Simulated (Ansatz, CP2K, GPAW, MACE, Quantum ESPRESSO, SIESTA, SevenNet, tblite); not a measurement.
# Random packing of Nb14Si86 (at. %) (102 atoms) in other programs, against a plane-wave reference

Wanted: errors and costs of other methods on random packing of Nb14Si86 (at. %) (102 atoms). A plane-wave run serves as the reference.

Program: Quantum ESPRESSO 7.5. Level of theory: Kohn-Sham DFT, PBE, SSSP efficiency 1.3.0 pseudopotentials, plane waves. Results are calculated unless marked as measured.

## (1) Starting point

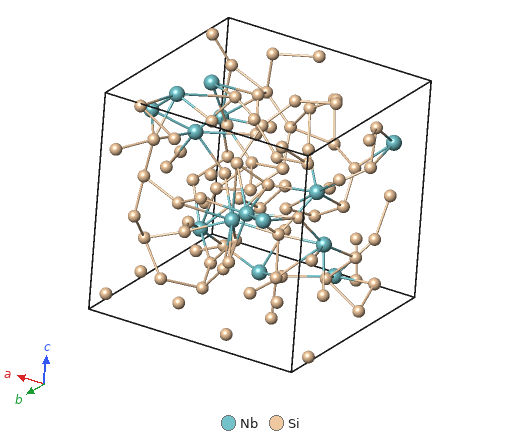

The cell as given, from a free direction (niobium teal, silicon light orange). Bonds to atoms that aren't drawn are left out. Some periodic images of atoms are drawn too.

The cell holds 102 atoms: 14 Nb and 88 Si. Its edges and angles: a = 12.543 Å, b = 12.543 Å, c = 12.543 Å, α = 90.0°, β = 90.0°, γ = 90.0°. 102 atoms (14 Nb, 88 Si) packed at random in a cube at 3.17 g/cm³ and pushed apart as soft spheres; a start for melting by ab initio MD, not an equilibrated structure. Then every atom was moved at random, 0.05 Å r.m.s. a Cartesian component.

## (2) Reference: Quantum ESPRESSO, plane waves

Input file pw.in:

```
&control
  calculation = 'scf'
  pseudo_dir = './pseudo'
  outdir = './tmp'
  disk_io = 'none'
  tprnfor = .true.
  tstress = .true.
/
&system
  ibrav = 0
  nat = 102
  ntyp = 2
  ecutwfc = 45
  ecutrho = 360
  nosym = .true.
  occupations = 'smearing'
  smearing = 'fd'
  degauss = 0.003675
/
&electrons
  conv_thr = 5.1e-07
  electron_maxstep = 100
  mixing_beta = 0.2
  mixing_mode = 'local-TF'
  diagonalization = 'david'
/
ATOMIC_SPECIES
Nb 92.906 Nb.upf
Si 28.085 Si.upf
CELL_PARAMETERS angstrom
12.54330 0.00000 0.00000
0.00000 12.54330 0.00000
0.00000 0.00000 12.54330
ATOMIC_POSITIONS crystal
Nb 0.84895 0.37122 0.19715
Nb 0.23403 0.28412 0.12814
Nb 0.78500 0.58693 0.73828
Nb 0.81591 0.42663 0.90169
Nb 0.08635 0.12444 0.73193
Nb 0.37334 0.82382 0.56266
Nb 0.21620 0.95631 0.62198
Nb 0.52201 0.68192 0.44088
Nb 0.80440 0.73522 0.95961
Nb 0.10388 0.62329 0.42946
Nb 0.95480 0.67727 0.82306
Nb 0.24101 0.47480 0.57987
[... 86 atom lines left out ...]
Si 0.81852 0.21227 0.07241
Si 0.38737 0.46076 0.95322
Si 0.87420 0.79582 0.29524
Si 0.10465 0.81213 0.86786
K_POINTS gamma
```

On the command line:

```bash
> OMP_NUM_THREADS=1 mpirun -np 4 pw.x -in pw.in > output.txt
```

Numbers of over 12 decimals in the logs are rounded to 6 here.

What it wrote:

```text
Program PWSCF
     gamma-point specific algorithms are used
     one sub-group per band group will be used
     scalapack distributed-memory algorithm (size of sub-group:  2*  2 procs)
     Parallelization info
     sticks:   dense  smooth     PW     G-vecs:    dense   smooth      PW
     Min        4024    2013    503               383988   135789   16928
     Max        4026    2018    506               383994   135792   16930
     Sum       16101    8061   2017              1535963   543161   67715
     bravais-lattice index     =            0
     lattice parameter (alat)  =      23.7034  a.u.
     unit-cell volume          =   13317.7859 (a.u.)^3
     number of atoms/cell      =          102
     number of atomic types    =            2
[... lines left out ...]
     number of k points=     1  Fermi-Dirac smearing, width (Ry)=  0.0037
[... lines left out ...]
     total energy              =   -5680.19116448 Ry
[... lines left out ...]
     total energy              =   -5678.36159043 Ry
[... lines left out ...]
     total energy              =   -5679.34608199 Ry
[... lines left out ...]
     c_bands:  3 eigenvalues not converged
[... lines left out ...]
     c_bands:  1 eigenvalues not converged
[... lines left out ...]
     total energy              =   -5679.41324316 Ry
[... lines left out ...]
     total energy              =   -5679.41324372 Ry
[... lines left out ...]
   -47.2124 -47.0661 -46.9777 -46.9597 -46.9485 -46.9099 -46.9009 -46.8680
   -46.8618 -46.8425 -46.8298 -46.7659 -46.5335 -46.5252 -23.3595 -23.3474
   -23.3048 -23.2871 -23.2839 -23.2760 -23.2575 -23.1771 -23.1504 -23.1190
[...]
9.3890   9.4021   9.4470   9.4863   9.5331   9.5480   9.5730   9.5861
     9.6524   9.6829   9.6925   9.7029   9.7166   9.7285   9.8180   9.8341
     the Fermi energy is     8.1658 ev
!    total energy              =   -5679.41324345 Ry
     estimated scf accuracy    <       0.00000040 Ry
     smearing contrib. (-TS)   =      -0.03737724 Ry
     internal energy E=F+TS    =   -5679.37586621 Ry
     The total energy is F=E-TS. E is the sum of the following terms:
     one-electron contribution =    -835.89717922 Ry
     hartree contribution      =     647.94362790 Ry
     xc contribution           =    -941.94708788 Ry
     ewald contribution        =   -1630.67001805 Ry
     one-center paw contrib.   =   -2918.80520896 Ry
     convergence has been achieved in  20 iterations
     Forces acting on atoms (cartesian axes, Ry/au):
     atom    1 type  1   force =    -0.01545072    0.01103356    0.03919040
     atom    2 type  1   force =     0.07527535   -0.04026034    0.00900372
     atom    3 type  1   force =    -0.02708877   -0.02583871   -0.01203393
[...]
atom  101 type  2   force =     0.08311063   -0.00103616   -0.02125400
     atom  102 type  2   force =    -0.00476736   -0.00772603   -0.05179330
     Total force =     0.972510     Total SCF correction =     0.001221
     Computing stress (Cartesian axis) and pressure
          total   stress  (Ry/bohr**3)                   (kbar)     P=      -15.23
  -0.00002525   0.00001771  -0.00003873           -3.71        2.61       -5.70
   0.00001771  -0.00020543   0.00000324            2.61      -30.22        0.48
  -0.00003873   0.00000324  -0.00007982           -5.70        0.48      -11.74
     Message from routine punch:
     Nothing written, as per user request (disk_io='none')
```

The job ended after 7.9 min (4 MPI ranks of Arm Neoverse V2, shared host; peak memory 6.8 GiB).

Banners, paths, timers and routine set-up lines are dropped from the logs unmarked, and long logs keep their key lines alone; longer cuts are marked.

Numbers from this run:

| Property | Result |
| --- | --- |
| r.m.s. force component | 1.429 eV/Å |
| longest force | 7.038 eV/Å |
| pressure | -1.522 GPa |

## (3) Local order

g(r), total and by pair (bins of 0.2 Å):

| r (Å) | total | Si-Si | Si-Nb | Nb-Nb |
| --- | --- | --- | --- | --- |
| 2.00 | 0.14 | 0.19 | 0.00 | 0.00 |
| 2.20 | 1.09 | 1.46 | 0.00 | 0.00 |
| 2.40 | 1.15 | 1.51 | 0.10 | 0.00 |
| 2.60 | 1.67 | 1.32 | 2.51 | 4.61 |
| 2.80 | 1.81 | 1.48 | 2.91 | 0.97 |
| 3.00 | 1.10 | 1.12 | 0.97 | 1.78 |
| 3.20 | 0.73 | 0.77 | 0.62 | 0.80 |
| 3.40 | 0.90 | 0.86 | 1.05 | 0.70 |
| 3.60 | 1.12 | 1.14 | 1.16 | 0.00 |
| 3.80 | 1.01 | 1.05 | 0.79 | 2.25 |
| 4.00 | 0.94 | 1.03 | 0.68 | 0.52 |
| 4.20 | 0.82 | 0.84 | 0.83 | 0.00 |
| 4.40 | 0.86 | 0.92 | 0.76 | 0.00 |
| 4.60 | 1.04 | 1.03 | 1.05 | 1.52 |
| 4.80 | 1.10 | 1.09 | 1.18 | 0.36 |
| 5.00 | 1.04 | 0.94 | 1.40 | 0.64 |
| 5.20 | 1.02 | 0.91 | 1.36 | 1.20 |
| 5.40 | 0.92 | 0.92 | 0.85 | 1.38 |
| 5.60 | 0.96 | 0.99 | 0.83 | 1.27 |
| 5.80 | 0.96 | 0.96 | 0.97 | 0.71 |
| 6.00 | 1.08 | 1.11 | 0.99 | 0.89 |
| 6.20 | 0.97 | 0.93 | 1.09 | 1.03 |

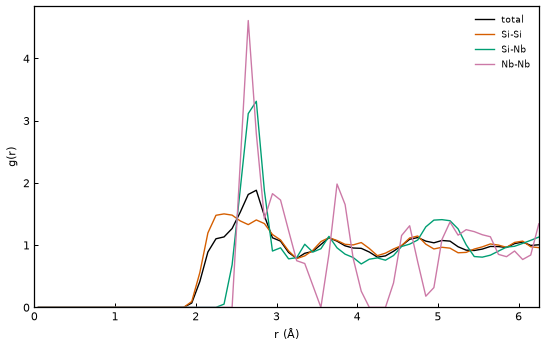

Pair distribution functions, lightly smoothed.

## (4) The other programs

The programs:
- CP2K 2026.2: Gaussian basis with GTH pseudopotentials and a plane-wave density; labels give functional, basis (MOLOPT sets; SR short-range, UZH the newer set with its own potentials), grid cutoff/relative cutoff and solver (OT: orbital transformation; TRS4, TC2, SIGN: linear-scaling purification with its sparsity filter), or its built-in tight binding.
- GPAW 26.7.0: PAW with atomic orbitals (LCAO), plane waves or a real-space grid of spacing h.
- MACE: machine-learned potential, published weights.
- Quantum ESPRESSO 7.5: plane waves; labels (QE) give functional, pseudopotential set and cutoffs of waves/density.
- SIESTA 5.4.2: numerical atomic orbitals, whose automatically made sets are far from complete, with PseudoDojo norm-conserving potentials that we converted to its format (checked against plane waves on the same files for H, C, O, Si, Ge and Ca alone); labels give functional, basis size, energy shift and mesh cutoff.
- SevenNet: machine-learned potential, published weights.

All use the same cell and atoms; the electronic-structure runs use the same k-mesh, and an electronic temperature of 580 K (0.05 eV) where levels are smeared.

Differences are against the plane-wave reference, forces as r.m.s. over components; share is that over the reference's r.m.s. force, slope the least-squares factor from reference forces to these. Total energies of different programs have different zeros and aren't compared.

| run | Δ force, r.m.s. (meV/Å) | share (%) | slope | Δ pressure (GPa) | cores | CPU time | memory (GiB) |
| --- | --- | --- | --- | --- | --- | --- | --- |
| reference | - | - | - | - | 4 | 31 min | 6.8 |
| CP2K PBE, DZVP-UZH, 600/50 Ry, diagonalisation | 54.7 | 3.82 | 0.976 | -0.340 | 2 | 17 min | 5.0 |
| GPAW PBE, LCAO dzp, h 0.25 Å (coarse) | 102 | 7.12 | 1.061 | - | 1 | 13 min | 1.5 |
| GPAW PBE, LCAO sz(dzp), h 0.2 Å (coarse) | 906 | 63.4 | 1.511 | - | 1 | 4.3 min | 2.0 |
| MACE MP-0b2 small potential | 397 | 27.8 | 1.034 | -0.404 | 1 | 7.7 s | 0.66 |
| MACE MP-0b3 medium potential | 310 | 21.7 | 0.933 | -1.84 | 1 | 7.8 s | 1 |
| QE PBE, sssp-1.3.0-efficiency, 30/240 Ry (coarse) | 10.7 | 0.748 | 1.001 | -0.887 | 4 | 18 min | 3.7 |
| SIESTA PBE, DZP, shift 0.01 Ry, mesh 300 Ry | 113 | 7.89 | 1.069 | 0.776 | 2 | 15 min | 2.6 |
| SIESTA PBE, SZP, shift 0.01 Ry, mesh 300 Ry (coarse) | 538 | 37.7 | 1.330 | 4.45 | 2 | 11 min | 2.2 |
| SIESTA PBE, TZP, shift 0.01 Ry, mesh 300 Ry | 113 | 7.88 | 1.070 | 0.544 | 4 | 22 min | 3.5 |
| SevenNet l3i5 potential | 366 | 25.6 | 1.087 | -0.153 | 1 | 9.3 s | 1.3 |

Rows marked coarse were listed beforehand as settings not expected to be converged; some can still land near the reference.

Times of the machine-learned potentials are mostly Python's start and the loading of weights.

CPU time is summed over cores on a shared host, where runs went side by side, so it is rough. Symmetry, cutoffs, thresholds, outputs and thread counts weren't matched or tuned between programs; memory under MPI is the largest rank's times the ranks.

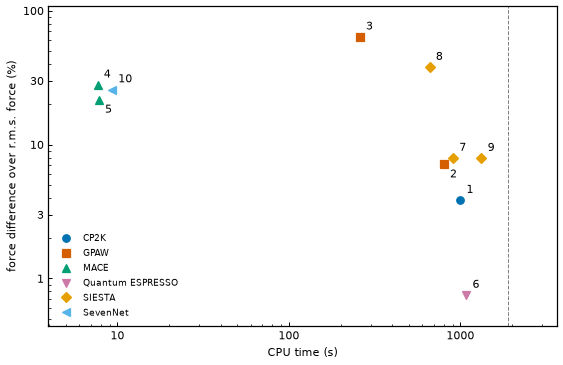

Force difference against CPU time; the dashed line marks the reference's time. Points: 1 CP2K PBE, DZVP-UZH, 600/50 Ry, diagonalisation; 2 GPAW PBE, LCAO dzp, h 0.25 Å; 3 GPAW PBE, LCAO sz(dzp), h 0.2 Å; 4 MACE MP-0b2 small potential; 5 MACE MP-0b3 medium potential; 6 QE PBE, sssp-1.3.0-efficiency, 30/240 Ry; 7 SIESTA PBE, DZP, shift 0.01 Ry, mesh 300 Ry; 8 SIESTA PBE, SZP, shift 0.01 Ry, mesh 300 Ry; 9 SIESTA PBE, TZP, shift 0.01 Ry, mesh 300 Ry; 10 SevenNet l3i5 potential.

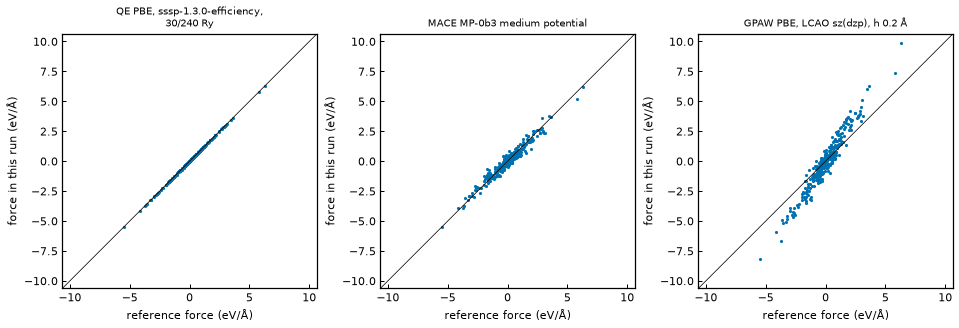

Force components against those of the reference; the line marks equality.

Runs without a result: GPAW PBE, LCAO dzp, h 0.2 Å (cut off at its time limit of 21 min); tblite GFN1-xTB (not converged); GPAW revPBE, LCAO dzp, h 0.2 Å (cut off at its time limit of 21 min).

Mean charges by element (e), by run and scheme:

| run | scheme | Nb | Si |
| --- | --- | --- | --- |
| CP2K PBE, DZVP-UZH, 600/50 Ry, diagonalisation | Mulliken | -0.30 | +0.05 |
| CP2K PBE, DZVP-UZH, 600/50 Ry, diagonalisation | Hirshfeld | +0.17 | -0.03 |
| SIESTA PBE, DZP, shift 0.01 Ry, mesh 300 Ry | Hirshfeld | +0.24 | -0.04 |
| SIESTA PBE, TZP, shift 0.01 Ry, mesh 300 Ry | Hirshfeld | +0.24 | -0.04 |

Within one program, basis, potentials and functional, energies share a zero. Each run against its twin at the usual cutoff or grid and solver:

| run | twin | Δ energy (meV/atom) | Δ force, r.m.s. (meV/Å) | CPU time over the twin's |
| --- | --- | --- | --- | --- |
| QE PBE, sssp-1.3.0-efficiency, 30/240 Ry | sssp-1.3.0-efficiency, 45/360 Ry | 18.7 | 10.7 | 0.57 |

## (5) What came out

- reference r.m.s. force component: 1.43 eV/Å
- nearest in forces: QE PBE, sssp-1.3.0-efficiency, 30/240 Ry (coarse), 0.75 %
- farthest in forces: GPAW PBE, LCAO sz(dzp), h 0.2 Å (coarse), 63 %
- cheapest electronic-structure run beside the reference: GPAW PBE, LCAO sz(dzp), h 0.2 Å, 4.3 min of CPU time

The PBE runs in local orbitals, coarse settings apart, differ by 3.8 % (CP2K PBE, DZVP-UZH, 600/50 Ry, diagonalisation) to 7.9 % (SIESTA PBE, DZP, shift 0.01 Ry, mesh 300 Ry); basis, grid and potentials can all enter. Machine-learned potentials differ by 22 % (MACE MP-0b3 medium potential) to 28 % (MACE MP-0b2 small potential); they were trained on other programs' data. Runs with settings chosen to be coarse differ by 0.75 % (QE PBE, sssp-1.3.0-efficiency, 30/240 Ry) to 63 % (GPAW PBE, LCAO sz(dzp), h 0.2 Å), their programs' other errors included. Of the electronic-structure runs that take under half the reference's CPU time, GPAW PBE, LCAO dzp, h 0.25 Å comes nearest, at 7.1 % in 13 min against 31 min. GPAW PBE, LCAO sz(dzp), h 0.2 Å stiffens the forces by a factor of 1.51 while following their directions (correlation 0.970); the slopes of the 2 GPAW runs lie between 1.06 and 1.51; the difference isn't even, but is largest on one element. In pressure, SIESTA PBE, SZP, shift 0.01 Ry, mesh 300 Ry misses by +4.5 GPa, at the same functional. Charges hang on scheme and program or settings: among these rows the mean for Nb runs from -0.30 to +0.24 e, even in sign. In the reference: levels near the Fermi energy are neither full nor empty under the smearing, so no gap is quoted. The reference's pressure holds the uncorrected Pulay stress of its 45 Ry basis, so small pressure differences, and their order, may be the reference's own error. Machine-learned potentials mimic data converged in k, so the reference's own k-point error enters their differences. The reference's pressure of -1.5 GPa belongs to a cell and atoms that aren't relaxed at this level. The electronic-structure runs sample only Γ, in a cell whose shortest periodic width is 13 Å, which is coarse for a cell with partly filled levels.

[Also dropped from logs without a mark: logging warnings of Python, and SIESTA's first energy breakdown and zero terms.]

[Logs are printed without paths, hosts, clocks, repeated set-up lines and the standing remarks that a program may print on its own settings, such as how far it seeks lower states.]

[Hosts, paths, dates, database ids (printed as entryN), source tags and the programs' standing remarks are cut or masked in the printed files.]
